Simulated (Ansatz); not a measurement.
Molecule (SMILES): [BH]F (BH-F), doublet.
Atoms: B1, F2, H3. Bonds: B1-F2, B1-H3.

Basis-set convergence of the highest harmonic wavenumber at B3LYP with Ansatz (a first-principles code). Each level at its own minimum, finite differences of forces, unscaled; the reference is a large set that could be run, not a limit. Cartesian d functions, on some or all atoms, in 6-31G*; all else is spherical. The program fits the integrals of some runs and decomposes those of others, by size. Open shells are unrestricted. No added dispersion term, no relativity. Reference: the value in def2-QZVPPD, 2526 cm⁻¹. Deviations are taken from unrounded values.

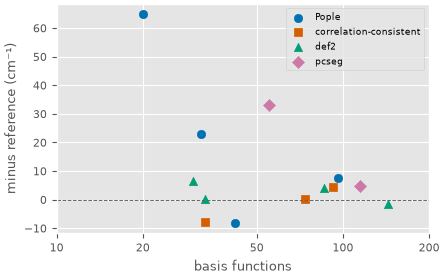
Deviation from the reference against the number of basis functions, by family of sets.

| basis | functions | highest harmonic wavenumber (cm⁻¹) | minus reference (cm⁻¹) |
|---|---|---|---|
| 3-21G | 20 | 2591 | 65 |
| def2-SV(P) | 30 | 2532 | 6 |
| 6-31G* | 32 | 2549 | 23 |
| cc-pVDZ | 33 | 2518 | -8 |
| def2-SVP | 33 | 2526 | 0 |
| 6-311G** | 42 | 2518 | -8 |
| aug-pcseg-1 | 55 | 2559 | 33 |
| cc-pVTZ | 74 | 2526 | 0 |
| def2-TZVPD | 86 | 2530 | 4 |
| jun-cc-pV(T+d)Z | 92 | 2530 | 5 |
| 6-311++G(3df,3pd) | 96 | 2533 | 7 |
| aug-pcseg-2 | 115 | 2531 | 5 |
| def2-QZVPP | 144 | 2524 | -1 |
